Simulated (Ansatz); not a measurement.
# linear Ta chain under tension and compression

Aim: how do moment and conductance of the linear Ta chain follow its length?

Method: DFT RPBE, plane waves, PAW; relaxation of a chain's period, in the first sound run; inputs show where later runs differ, in Ansatz 0.2.0.

**1. The structure**

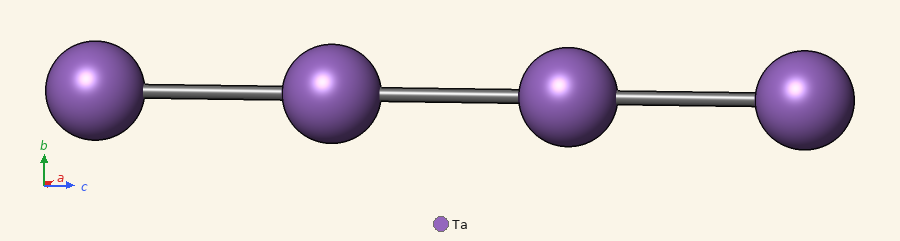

The cell as given, from the side, with the c axis across the page (tantalum purple). 1×1×3 cells are drawn. Some periodic images of atoms are drawn too.

The cell holds 1 atom: 1 Ta. Its edges and angles: a = 7.500 Å, b = 7.500 Å, c = 3.162 Å, α = 90.0°, β = 90.0°, γ = 90.0°. Vacuum lies along a and b. The structure's axis is c.

**2. Relaxation of atoms and period**

Band widths follow the bond lengths, so the chain is relaxed first. The atoms and the third cell vector are free; the box across stays fixed as vacuum. Moments are seeded so that a magnetic state can form if it lies lower. A Fermi-Dirac smearing is set since the result may be a metal. The pressure printed is a third of the stress's trace over the whole box, vacuum included; only the stress along the axis is relaxed.

Contents of input.yaml:

```yaml
crystal:
  lattice:
    - [7.5, 0.0, 0.0]
    - [0.0, 7.5, 0.0]
    - [0.0, 0.0, 3.162]
  atoms:
    - { symbol: Ta, position: [0.5, 0.5, 0.0], spin: 2.0 }
magnetization:
  spin_polarized: true
kpoints:
  mp_grid: { grid: [1, 1, 26] }
scf:
  occupations: { method: fermi_dirac, width: 0.05 }
hamiltonian:
  xc: rpbe
relax:
  cell: { fix: [a, b, alpha, beta, gamma] }
  max_steps: 60
```

The run is started by

```sh
> ansatz run input.yaml --threads 4 --pin off --max-ram 8192MiB --backend cpu --events-out ev --progress --plain --runs-dir out
```

Numbers of over 12 decimals in the logs are rounded to 6 here.

The log of the run:

```text
Engine: ansatz 0.2.0, x86_64-unknown-linux-gnu
Pseudopotentials: kind: paw
Pseudopotential: Ta, paw, valence charge 13, recommended cutoff 420 eV (normal), Ta.paw.azcp
Functional definition: RPBE
  parameter kappa = 0.804
  parameter beta = 0.066725
  exchange = rpbe_x(kappa = kappa, mu = beta*pi^2/3)
  correlation = pbe_c(beta = beta)
Crystal: 1 atoms, lattice volume = 177.862 Å³
Basis set: ecut = 420 eV, 3507 PW (Γ), exchange–correlation on 108×108×48 points (8 copies of the dense FFT grid, shifted against one another)
Bands: 12, of which v1, the nominal top of the filled ones, is band 7 counted from 1 (6 counted from 0)
Symmetry: 16 space group operations
Space group: P4/mmm (ITA 123), of the structure as read, at distance tolerance 5.6e-5 Å
Magnetic group: BNS 123.339 (UNI 999), of the structure as read, at distance tolerance 5.6e-5 Å
k-points: 14 of 26
Non-local potential: Ta, projectors of the file, l = 0: 3, l = 1: 2, l = 2: 2, l = 3: 1
PAW form: soft (Blöchl's): semilocal exchange-correlation on the pseudo side does not see the compensation charge
PAW frozen core: Ta, regenerated for the run's functional, and the local potential with it (the file was generated under x = pbe(κ = 0.804, μ = 0.219515), c = pbe(β = 0.066725))
PAW one-centre angular grid: Ta, 590 points (default); XC on 64 Gauss nodes
Initial density: superposition of atomic densities (neutral atoms: chi_scale 0, normalization atom)
Starting moments: Σ|m| = 2 μB on 1 of 1 site
Initial wavefunctions: pseudopotential atomic-orbital guess
Functional: x = rpbe, c = pbe(β = 0.066725)
SCF iter   1: F=—  HF=-9938.704184 eV  |F-HF|=—  |Δ(HF+E_count)|=         —  Δρ=8.24e-3 (↑5.09e-3 ↓8.24e-3)  dr2=4.06e-1  dr2_m=2.49e-2  M=2.455 μB ∫|m|=2.455 μB  β_m=0.30  ethr=3.10e-3  ⟨swp⟩=5.3  Hψ=1775  notcnv=0
Mixer restart at iter 1: flushing history
preconditioner: auto → LDOS  [metal: Δε(μ)=0.015 eV  Ē_g=3.081 eV  σ=0.050 eV  W_gap=0.07  n_scr=12 (ndim 8)  ℏωp=6.2 eV  f_vac=0.576  D(μ)=5.35/eV (n_scr^D=38)]
spin=Collinear: LDOS preconditioning applied to the charge; magnetization (m = ρ↑ − ρ↓) channel mixes plain (no charge-response kernel on spin).
SCF iter   2: F=—  HF=-9938.716295 eV  |F-HF|=—  |Δ(HF+E_count)|=   1.21e-2  Δρ=6.35e-3 (↑4.05e-3 ↓6.35e-3)  dr2=2.08e-1  dr2_m=2.16e-2  M=2.572 μB ∫|m|=2.572 μB  β_m=0.63  ethr=3.10e-3  ⟨swp⟩=1.7  Hψ=616  notcnv=0  defer=2
SCF iter   3: F=—  HF=-9938.930526 eV  |F-HF|=—  |Δ(HF+E_count)|=         —  Δρ=9.64e-3 (↑9.64e-3 ↓8.80e-3)  dr2=6.53e-2  dr2_m=1.14e-1  M=3.623 μB ∫|m|=3.623 μB  β_m=0.63  ethr=1.60e-3  ⟨swp⟩=2.4  Hψ=564  notcnv=0  defer=4
Mixer restart at iter 3: flushing history
SCF iter   4: F=—  HF=-9938.995974 eV  |F-HF|=—  |Δ(HF+E_count)|=   6.54e-2  Δρ=4.17e-3 (↑4.17e-3 ↓3.31e-3)  dr2=1.98e-2  dr2_m=1.88e-2  M=3.687 μB ∫|m|=3.687 μB  β_m=0.82  ethr=5.02e-4  ⟨swp⟩=2.7  Hψ=684  notcnv=0  defer=4
SCF iter   5: F=—  HF=-9939.024996 eV  |F-HF|=—  |Δ(HF+E_count)|=   2.90e-2  Δρ=8.12e-4 (↑8.12e-4 ↓4.69e-4)  dr2=8.92e-4  dr2_m=4.35e-4  M=3.697 μB ∫|m|=3.697 μB  β_m=0.82  ethr=1.53e-4  ⟨swp⟩=3.1  Hψ=709  notcnv=0  defer=4
SCF iter   6: F=—  HF=-9939.026188 eV  |F-HF|=—  |Δ(HF+E_count)|=   1.19e-3  Δρ=2.44e-4 (↑2.09e-4 ↓2.44e-4)  dr2=2.22e-4  dr2_m=6.19e-5  M=3.698 μB ∫|m|=3.698 μB  β_m=0.91  ethr=6.86e-6  ⟨swp⟩=2.4  Hψ=667  notcnv=0  defer=6
SCF iter   7: F=—  HF=-9939.026537 eV  |F-HF|=—  |Δ(HF+E_count)|=   3.49e-4  Δρ=9.67e-5 (↑9.67e-5 ↓7.01e-5)  dr2=3.07e-5  dr2_m=7.66e-6  M=3.698 μB ∫|m|=3.698 μB  β_m=0.93  ethr=1.71e-6  ⟨swp⟩=2.5  Hψ=562  notcnv=0  defer=6
SCF iter   8: F=—  HF=-9939.026573 eV  |F-HF|=—  |Δ(HF+E_count)|=   3.60e-5  Δρ=2.35e-5 (↑2.35e-5 ↓7.84e-6)  dr2=8.40e-7  dr2_m=2.78e-7  M=3.698 μB ∫|m|=3.698 μB  β_m=0.96  ethr=2.36e-7  ⟨swp⟩=2.2  Hψ=495  notcnv=0  defer=6
SCF iter   9: F=—  HF=-9939.026575 eV  |F-HF|=—  |Δ(HF+E_count)|=   1.90e-6  Δρ=1.02e-5 (↑1.02e-5 ↓3.13e-6)  dr2=1.21e-7  dr2_m=4.78e-8  M=3.698 μB ∫|m|=3.698 μB  β_m=0.98  ethr=6.47e-9  ⟨swp⟩=2.4  Hψ=535  notcnv=0  defer=6
SCF iter  10: F=—  HF=-9939.026575 eV  |F-HF|=—  |Δ(HF+E_count)|=   8.29e-8  Δρ=5.68e-6 (↑5.68e-6 ↓8.27e-7)  dr2=2.56e-8  dr2_m=1.40e-8  M=3.698 μB ∫|m|=3.698 μB  β_m=0.99  ethr=9.28e-10  ⟨swp⟩=2.6  Hψ=558  notcnv=0  defer=6
SCF iter  11: F=-9939.026575 eV  HF=-9939.026575 eV  |F-HF|=1.88e-7  |Δ(HF+E_count)|=   9.76e-8  Δρ=2.83e-6 (↑2.83e-6 ↓3.61e-7)  dr2=5.66e-9  dr2_m=3.40e-9  M=3.698 μB ∫|m|=3.698 μB  ethr=1.97e-10  ⟨swp⟩=1.7  Hψ=1113  notcnv=0
SCF 1 converged in 11 iterations: F = -9939.026575 eV  dr2 = 5.66e-9
  greatest PAW one-centre occupation: 0.999 electrons in one spin orbital (limit 2), on the Ta atom at site 0 (counted from 0), in its partial waves of l = 0
relax step   1: F+E_penalty+E_count = -9939.02657522 eV  Δ(F+E_penalty+E_count) = +0.000e0 eV  max|allowed force component| = 0.000e0 eV/Å  Δτ_max = 0.0000 Å  P = -1.269 GPa  Ω = 177.862 Å³  fix = [a, b, alpha, beta, gamma]  reactions: a -0.201, b -0.201 GPa  (11 SCF iters, dr2 threshold 1.00e-7 eV, accepted)
Crystal: 1 atoms, lattice volume = 169.192 Å³
Basis set: ecut = 420 eV, 3315 PW (Γ), exchange–correlation on 108×108×48 points (8 copies of the dense FFT grid, shifted against one another)
Initial density: handed on by an earlier stage of this run
Starting moments: Σ|m| = 2 μB on 1 of 1 site; this step starts from the density that it was given
Initial wavefunctions: those handed on with the density
iter 1 solved again at ethr=6.05e-5 eV; its pass at ethr=3.10e-3 eV (dr2=7.87e-3 eV) is discarded
SCF iter   1: F=—  HF=-9939.180695 eV  |F-HF|=—  |Δ(HF+E_count)|=         —  Δρ=1.82e-3 (↑1.82e-3 ↓1.36e-3)  dr2=8.25e-3  dr2_m=2.82e-3  M=3.665 μB ∫|m|=3.665 μB  β_m=0.30  ethr=6.05e-5  ⟨swp⟩=1.3  Hψ=2432  notcnv=0
preconditioner: auto → LDOS  [metal: Δε(μ)=0.042 eV  Ē_g=3.696 eV  σ=0.050 eV  W_gap=0.21  n_scr=12 (ndim 8)  ℏωp=6.4 eV  f_vac=0.592  D(μ)=2.75/eV (n_scr^D=12)]
spin=Collinear: LDOS preconditioning applied to the charge; magnetization (m = ρ↑ − ρ↓) channel mixes plain (no charge-response kernel on spin).
SCF iter   2: F=—  HF=-9939.183099 eV  |F-HF|=—  |Δ(HF+E_count)|=   2.40e-3  Δρ=1.31e-3 (↑1.31e-3 ↓8.89e-4)  dr2=3.54e-3  dr2_m=1.43e-3  M=3.680 μB ∫|m|=3.680 μB  β_m=0.57  ethr=6.05e-5  ⟨swp⟩=1.6  Hψ=430  notcnv=0
SCF iter   3: F=—  HF=-9939.185580 eV  |F-HF|=—  |Δ(HF+E_count)|=   2.48e-3  Δρ=3.08e-4 (↑3.08e-4 ↓1.97e-4)  dr2=9.63e-5  dr2_m=6.15e-5  M=3.705 μB ∫|m|=3.705 μB  β_m=0.67  ethr=2.72e-5  ⟨swp⟩=2.5  Hψ=549  notcnv=0
[...]
SCF iter   9: F=-9939.370972 eV  HF=-9939.370972 eV  |F-HF|=1.17e-9  |Δ(HF+E_count)|=   2.72e-8  Δρ=1.52e-6 (↑1.52e-6 ↓1.22e-6)  dr2=3.79e-9  dr2_m=1.97e-9  M=2.344 μB ∫|m|=2.344 μB  β_m=0.99  ethr=5.04e-10  ⟨swp⟩=2.4  Hψ=1078  notcnv=0
SCF iter  10: F=-9939.370972 eV  HF=-9939.370972 eV  |F-HF|=8.95e-10  |Δ(HF+E_count)|=   4.28e-9  Δρ=2.31e-7 (↑2.31e-7 ↓1.62e-7)  dr2=8.51e-11  dr2_m=2.95e-11  M=2.344 μB ∫|m|=2.344 μB  ethr=2.91e-11  ⟨swp⟩=1.7  Hψ=1073  notcnv=0
SCF 3 converged in 10 iterations: F = -9939.370972 eV  dr2 = 8.51e-11
relax step   3: F+E_penalty+E_count = -9939.37097208 eV  Δ(F+E_penalty+E_count) = -1.848e-1 eV  max|allowed force component| = 0.000e0 eV/Å  Δτ_max = 0.0000 Å  P = -1.671 GPa  Ω = 160.521 Å³  energy of the carried Pulay correction = +5.462e-4 eV  fix = [a, b, alpha, beta, gamma]  reactions: a -0.202, b -0.202 GPa  (10 SCF iters, dr2 threshold 1.00e-7 eV, accepted)
[...]
relax step   4: F+E_penalty+E_count = -9939.65870089 eV  Δ(F+E_penalty+E_count) = -2.877e-1 eV  max|allowed force component| = 0.000e0 eV/Å  Δτ_max = 0.0000 Å  P = -1.968 GPa  Ω = 151.850 Å³  energy of the carried Pulay correction = +8.407e-4 eV  fix = [a, b, alpha, beta, gamma]  reactions: a -0.258, b -0.258 GPa  (8 SCF iters, dr2 threshold 1.00e-7 eV, accepted)
[...]
relax step   5: F+E_penalty+E_count = -9939.89661182 eV  Δ(F+E_penalty+E_count) = -2.379e-1 eV  max|allowed force component| = 0.000e0 eV/Å  Δτ_max = 0.0000 Å  P = -1.227 GPa  Ω = 143.179 Å³  energy of the carried Pulay correction = +1.151e-3 eV  fix = [a, b, alpha, beta, gamma]  reactions: a -0.271, b -0.271 GPa  (10 SCF iters, dr2 threshold 1.00e-7 eV, accepted)
[...]
relax step   6: F+E_penalty+E_count = -9939.93915559 eV  Δ(F+E_penalty+E_count) = -4.254e-2 eV  max|allowed force component| = 0.000e0 eV/Å  Δτ_max = 0.0000 Å  P = +0.542 GPa  Ω = 134.509 Å³  energy of the carried Pulay correction = +1.479e-3 eV  fix = [a, b, alpha, beta, gamma]  reactions: a -0.279, b -0.279 GPa  (7 SCF iters, dr2 threshold 1.00e-7 eV, accepted)
[...]
relax step   7: F+E_penalty+E_count = -9939.95839627 eV  Δ(F+E_penalty+E_count) = -1.924e-2 eV  max|allowed force component| = 0.000e0 eV/Å  Δτ_max = 0.0000 Å  P = -0.132 GPa  Ω = 137.213 Å³  energy of the carried Pulay correction = +1.375e-3 eV  fix = [a, b, alpha, beta, gamma]  reactions: a -0.276, b -0.276 GPa  (7 SCF iters, dr2 threshold 1.00e-7 eV, accepted)
[...]
relax step   8: F+E_penalty+E_count = -9939.95849648 eV  Δ(F+E_penalty+E_count) = -1.002e-4 eV  max|allowed force component| = 0.000e0 eV/Å  Δτ_max = 0.0000 Å  P = -0.184 GPa  Ω = 137.439 Å³  energy of the carried Pulay correction = +1.366e-3 eV  fix = [a, b, alpha, beta, gamma]  reactions: a -0.276, b -0.276 GPa  (6 SCF iters, dr2 threshold 6.06e-8 eV, accepted)
Basis set: ecut = 420 eV, 2665 PW (Γ), exchange–correlation on 108×108×36 points (8 copies of the dense FFT grid, shifted against one another)
Initial wavefunctions: pseudopotential atomic-orbital guess (no wavefunctions were taken with the density)
iter 1 solved again at ethr=6.45e-8 eV; its pass at ethr=3.10e-3 eV (dr2=8.38e-6 eV) is discarded
SCF iter   1: F=—  HF=-9939.958066 eV  |F-HF|=—  |Δ(HF+E_count)|=         —  Δρ=2.72e-5 (↑2.72e-5 ↓2.37e-5)  dr2=3.65e-7  dr2_m=1.55e-8  M=1.183 μB ∫|m|=1.183 μB  β_m=0.65  ethr=6.45e-8  ⟨swp⟩=3.9  Hψ=3103  notcnv=0
preconditioner: auto → none  [insulator: Δε(μ)=0.193 eV  Ē_g=4.462 eV  σ=0.050 eV  W_gap=0.63  n_scr=12 (ndim 8)  ℏωp=7.1 eV  f_vac=0.590  D(μ)=1.51/eV (n_scr^D=8)  ε∞_Penn≈3.5]
SCF iter   2: F=—  HF=-9939.958067 eV  |F-HF|=—  |Δ(HF+E_count)|=   8.09e-7  Δρ=9.60e-6 (↑9.60e-6 ↓8.24e-6)  dr2=4.28e-8  dr2_m=2.15e-9  M=1.183 μB ∫|m|=1.183 μB  β_m=0.63  ethr=2.80e-9  ⟨swp⟩=2.9  Hψ=526  notcnv=0
SCF iter   3: F=—  HF=-9939.958067 eV  |F-HF|=—  |Δ(HF+E_count)|=   2.27e-7  Δρ=7.51e-7 (↑7.51e-7 ↓6.27e-7)  dr2=5.97e-10  dr2_m=3.56e-11  M=1.183 μB ∫|m|=1.183 μB  β_m=0.62  ethr=3.29e-10  ⟨swp⟩=2.1  Hψ=486  notcnv=0
SCF iter   4: F=—  HF=-9939.958067 eV  |F-HF|=—  |Δ(HF+E_count)|=   1.41e-9  Δρ=2.37e-7 (↑2.37e-7 ↓2.21e-7)  dr2=6.21e-11  dr2_m=9.25e-12  M=1.183 μB ∫|m|=1.183 μB  β_m=0.74  ethr=4.59e-12  ⟨swp⟩=2.4  Hψ=525  notcnv=0
SCF iter   5: F=—  HF=-9939.958067 eV  |F-HF|=—  |Δ(HF+E_count)|=  3.69e-10  Δρ=5.94e-8 (↑5.94e-8 ↓4.16e-8)  dr2=2.75e-12  dr2_m=1.34e-12  M=1.183 μB ∫|m|=1.183 μB  β_m=0.75  ethr=1.00e-12  ⟨swp⟩=2.0  Hψ=415  notcnv=0
SCF iter   6: F=-9939.958067 eV  HF=-9939.958067 eV  |F-HF|=5.46e-12  |Δ(HF+E_count)|=  3.82e-11  Δρ=2.06e-8 (↑2.06e-8 ↓9.01e-9)  dr2=4.48e-13  dr2_m=2.38e-13  M=1.183 μB ∫|m|=1.183 μB  ethr=1.00e-12  ⟨swp⟩=4.1  Hψ=1252  notcnv=0
SCF 9 converged in 6 iterations: F = -9939.958067 eV  dr2 = 4.48e-13
relax step   9: F+E_penalty+E_count = -9939.95806709 eV  Δ(F+E_penalty+E_count) = +4.294e-4 eV  max|allowed force component| = 0.000e0 eV/Å  Δτ_max = 0.0000 Å  P = -0.188 GPa  Ω = 137.439 Å³  fix = [a, b, alpha, beta, gamma]  reactions: a -0.278, b -0.278 GPa  stress off target by 6.64e-3 GPa on what of the cell is left free  SCF on the basis re-selected at this cell (its energy is not comparable with the rows above)  (6 SCF iters)
basis re-selected at this cell: Δ(F+E_penalty+E_count) = +4.294e-4 eV, ΔP = -0.003 GPa vs the last step (what re-selecting the basis moved, of the pressure what is left beyond the Pulay correction that the steps carried, after the strain that the cell walked since its last selection, with what the two solves' SCF thresholds leave and, on support functions, any second-order correction that the steps lacked; it is no measure of the basis error at this ecutwfc). The dense FFT grid was sized anew with the basis: this SCF ran on 54×54×18 points, the steps before it on 54×54×24, so part of this shift can come from that change (see relax.cell in the input reference). [rest of the remark cut]
SCF converged after 6 iterations
Magnetization: 1.1829 μB (7.0915 up, 5.9085 down)
Absolute magnetization: 1.1832 μB (∫|ρ↑−ρ↓|, with the PAW one-centre terms)
Spin contamination: 0.0033 ħ² per cell (⟨S²⟩ above its minimum at these occupations)
Per-site moments (μB) at R_I (Å): [(0.507798, 1.007887)]
Free energy (F): -9939.958067 eV
Harris-Foulkes:  -9939.958067 eV  (|F-HF|=5.46e-12)
Internal energy: -9939.944610 eV  (E = F + TS)
E sigma→0 (E₀):  -9939.951339 eV
Entropy (-TS):   -0.013457 eV (-13.457 meV/atom)
Fermi energy:    -0.780671 eV
--- Per-component energies (eV) ---
  E_band       = -360.309159
  E_kinetic    = 363.287894
  E_local      = -2354.144940  (includes V_loc(G=0)·N_el)
  E_nonlocal   = 16.125357
  E_hartree    = 962.221842
  E_xc         = -214.852714
  E_vxc        = -198.371359  (∫ρ·V_xc dr)
  E_paw        = -8408.843981  (= ΣΔE_a)
  E_vpaw       = -111.649985  (= ΣTr[D̂ρ^β])
  E_aug_tail   = 0.000158  (compensation charges beyond the density's cutoff)
  E_ewald      = -303.710400
  E_core_change = -0.027827  (= ΣΔE_core)
  E_smearing   = -0.013457  (= −TS)
  E_closure    = 0.000000  (closes the sum)
  Σ components = -9939.958067   (vs F -9939.958067, Δ=0.00e0)
--- Forces (eV/Å), atoms counted from 1 ---
  atom   1  Ta     0.00000000    -0.00000000     0.00000000
  max |Σ_I F_I| component: 1.26e-29 eV/Å
--- Stress (GPa, compression-positive) ---
       -0.278353       0.000000       0.000000
        0.000000      -0.278353       0.000000
        0.000000       0.000000      -0.006643
  P = ⅓ Tr σ = -0.1878 GPa (-1.878 kbar)
--- Relaxed structure (8 steps of the walk, 8 accepted, 1 SCFs on fresh bases) ---
  F+E_penalty+E_count = -9939.95806709 eV   max|allowed force component| = 0.000e0 eV/Å   (the final SCF, on the basis selected at the relaxed cell)
  cell:  # Å, volume = 137.4391 Å³
    - [7.5, 0.0, 0.0]
    - [0.0, 7.5, 0.0]
    - [0.0, 0.0, 2.443361]
  atoms:
    - { symbol: Ta, position: [0.5, 0.5, 0.0] }
```

Elapsed: 8 s, on 4 threads of Intel Xeon 6975P-C (Granite Rapids), shared host; peak memory 0.49 GiB.

The steps of the relaxation:

| step | energy less that of the first step (eV) | largest force component (eV/Å) | pressure (GPa) | volume (Å³) |
| --- | --- | --- | --- | --- |
| 1 | 0.0000 | 0.0000 | -1.27 | 177.86 |
| 2 | -0.1596 | 0.0000 | -0.91 | 169.19 |
| 3 | -0.3444 | 0.0000 | -1.67 | 160.52 |
| 4 | -0.6321 | 0.0000 | -1.97 | 151.85 |
| 5 | -0.8700 | 0.0000 | -1.23 | 143.18 |
| 6 | -0.9126 | 0.0000 | 0.54 | 134.51 |
| 7 | -0.9318 | 0.0000 | -0.13 | 137.21 |
| 8 | -0.9319 | 0.0000 | -0.18 | 137.44 |
| 9* | -0.9315 | 0.0000 | -0.19 | 137.44 |

Relaxation steps marked * repeat the geometry before them on a plane-wave basis chosen anew for their cell, so energy and pressure can jump there.

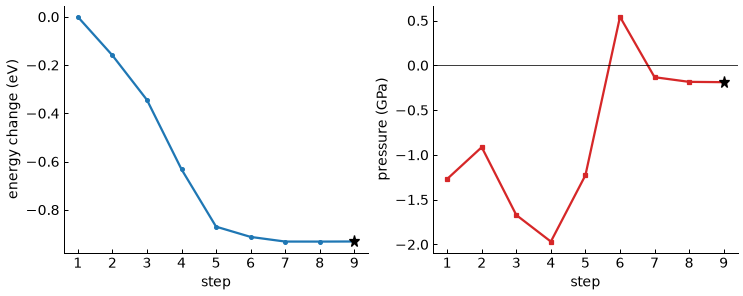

Energy and pressure along the relaxation. Stars mark steps on a basis chosen anew.

| cell as run | before | after | change |
| --- | --- | --- | --- |
| c (Å) | 3.162 | 2.443 | -22.7 % |

Final coordinates:

```xyz
1
Lattice="7.5000 0.0000 0.0000 0.0000 7.5000 0.0000 0.0000 0.0000 2.4434" Properties=species:S:1:pos:R:3
Ta    3.7500    3.7500    0.0000
```

This step gave:

- energy at zero smearing: -9939.9513 eV
- total moment: 1.183 μB
- absolute moment: 1.183 μB
- cell length along the wire: 2.443 Å

Site moment by atom:

```csv
atom,site moment (μB)
Ta1,0.508
```

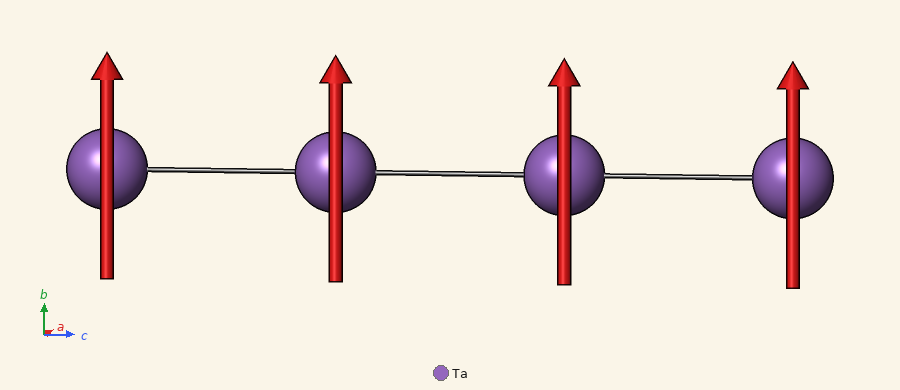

Site moment as arrows, the longest 0.508 μB. Up and down stand for the sign. Arrows give size and sign along the axis of quantisation, drawn up and down the page. 1×1×3 cells are drawn. Some periodic images of atoms are drawn too.

The cell's length comes to 2.443 Å with an absolute moment of 1.18 μB a cell. That is -23 % against the start, more than a small adjustment.

[end of part 1 of 3]

[Logs are printed without paths, hosts, clocks, repeated set-up lines and the standing remarks that a program may print on its own settings, such as how far it seeks lower states.]

[Hosts, paths, dates, database ids (printed as entryN), source tags and the programs' standing remarks are cut or masked in the printed files.]
